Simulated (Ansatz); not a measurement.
The starting structures come from a database of crystals and need not be the phases stable at ambient conditions.

 Where the default PAW files enter, the runs use the earlier of Ansatz's two default sets.

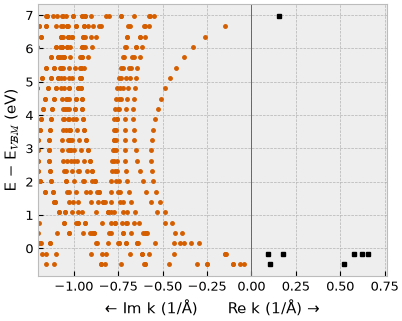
Fig. 1. Complex bands at the centre of the two-dimensional zone; PBEsol run with Ansatz (a first-principles code)

No gap correction and no spin-orbit coupling; mid-gap values are interpolated between computed energies.

Task: This is K₂HfF₆ (Fm-3m, not sure to be the ambient phase, 9 atoms a cell, 18.7 Å³ an atom) along the normal of (110). Read off the slowest decay at the centre of the two-dimensional zone at 3.25 eV, the computed energy nearest the middle of the gap.

Result: κ ≈ 0.56 1/Å, a decay length 1/(2κ) of the density of 0.89 Å.
